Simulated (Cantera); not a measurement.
A closed system holds: 1 mol Si₂Cl₆, 200 mol N₂, 0.099 mol HCl, at 1.50 bar.

These are equilibrium values from Cantera (NASA tables, ideal gas, pure condensed phases), not measurements of a reactor. Candidate condensed phases: NH₄Cl, Si, Si₃N₄; 28 gas species. The feed counts by its element totals alone. N₂ is the only nitrogen source here; it is nearly inert below about 1500 K, so the nitride shown seldom forms there in practice. The tables' values for SiCl₃ are old estimates; treat these amounts as uncertain. The numbers say what is thermodynamically allowed, not how fast it happens.

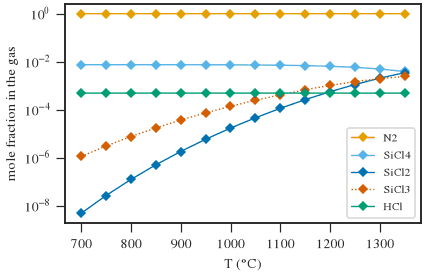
Fig. 1. Equilibrium gas composition (values under 1e-9 drawn at 1e-9)

From 700 °C to 1350 °C the condensed part is Si₃N₄(s). The main Si-bearing gas is SiCl₄ throughout.
